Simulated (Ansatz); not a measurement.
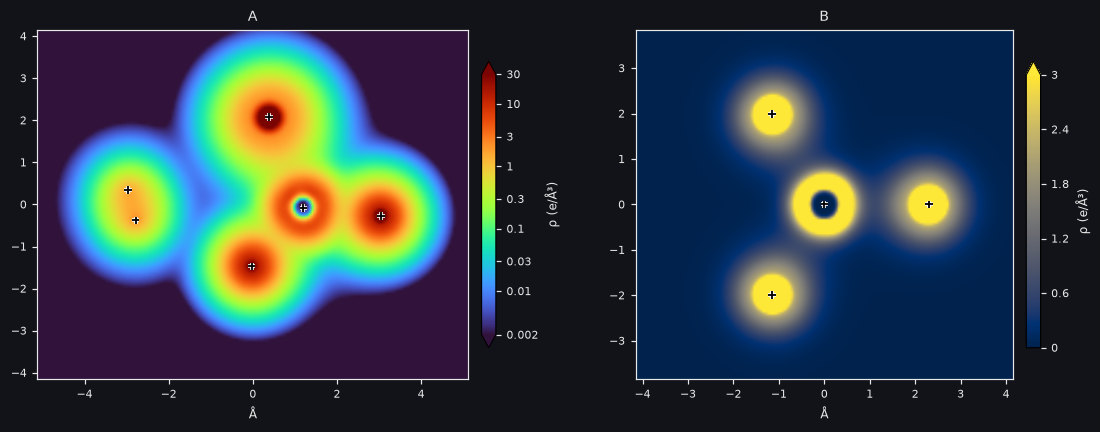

The electron density of 2 systems, each on a plane through atoms (crosses mark nuclei in the plane).

The calculation used RHF/def2-SVP in Ansatz.

System 1: Cl₂F₂HOTa···H₂, the plane of atoms F6, Ta1 and Cl7. Core potentials replace the inner electrons of Ta.

```xyz
9

Ta   -0.3160    0.2920   -0.0235
F     1.5288    0.2192   -0.2542
O    -0.0922   -0.0988    1.7761
H     0.0572   -0.2510    2.6944
Cl   -0.4452    1.0239   -2.2719
F    -1.2849    1.8107    0.4351
Cl   -1.5326   -1.6245   -0.4511
H     1.8975   -3.1741   -0.8683
H     2.3528   -2.5833   -0.8278
```

System 2: Cl₅Ta, the plane of atoms Cl5, Ta1 and Cl6. Core potentials replace the inner electrons of Ta.

```xyz
6

Ta    0.0000    0.0000    0.0000
Cl    2.2985    0.0000    0.0000
Cl    0.0000    0.0000    2.3441
Cl    0.0000    0.0000   -2.3441
Cl   -1.1492    1.9905    0.0000
Cl   -1.1492   -1.9905    0.0000
```

Q: Which map belongs to which system?

A: Panel A is system 1, Cl₂F₂HOTa···H₂: the plane holds Ta, F, Cl and H. Ta1···H9 (4.00 Å): the density falls to about 0.01 e/Å³ on the way: a non-bonded, intermolecular contact. Panel B is system 2, Cl₅Ta: the plane holds Ta and Cl. Ta–Cl (2.30 Å): the density is about 0.69 e/Å³ at the midpoint.
